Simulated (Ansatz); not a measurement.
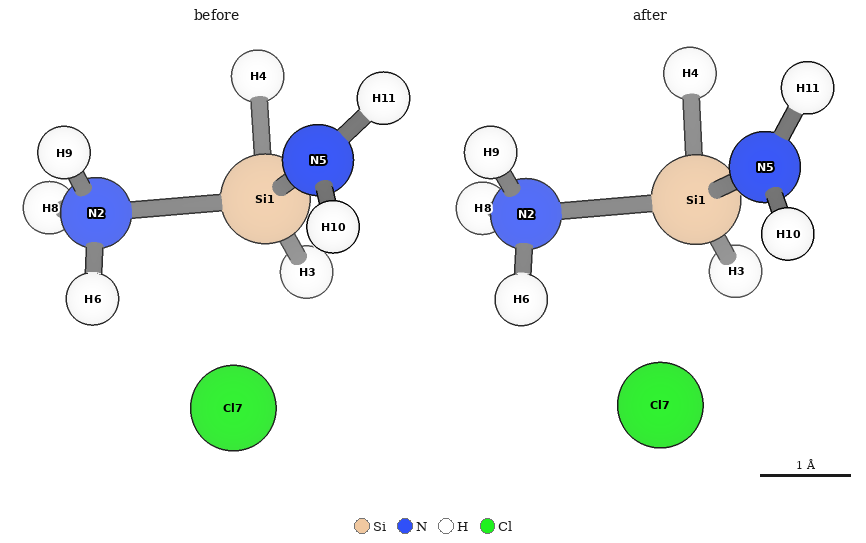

The structure of SiN₂H₇Cl before (left) and after (right) a constrained relaxation, at one scale.

A ball-and-stick model, seen at a tilt.

The reaction that was planned forms Si1–Cl7, N2–H6 and breaks Si1–N2, H6–Cl7 (atoms numbered from 1 in input order).

Theory: RKS PBE0-D4/def2-SVP in Ansatz 0.2.0. (held fixed: the distance between atoms 1 (Si) and 7 (Cl), the distance between atoms 2 (N) and 6 (H), the distance between atoms 1 (Si) and 2 (N), the distance between atoms 6 (H) and 7 (Cl), counting from 1; force threshold 0.04 eV/Å; at most 150 steps)

Summarise the run.

After 5 accepted moves (6 points after the start) the energy has fallen by 2.60 kcal/mol. The largest force component goes from 0.7 to 0.015 eV/Å. The line search rejected the trial step at point 3 of the run. H10 moves most after the best rigid fit: 0.26 Å. By element the largest moves are H 0.26 Å, N 0.17 Å, Cl 0.15 Å, Si 0.06 Å. Among the contacts that change: Si1–H3 1.452 → 1.484 Å, Si1–H4 1.488 → 1.519 Å, Si1–N5 1.715 → 1.704 Å, N2–H8 1.012 → 1.022 Å. Bond angles that change, for instance: N2–Si1–N5 104.8° → 114.4°, H10–N5–H11 110.6° → 116.1°, H3–Si1–N5 136.4° → 131.7°.
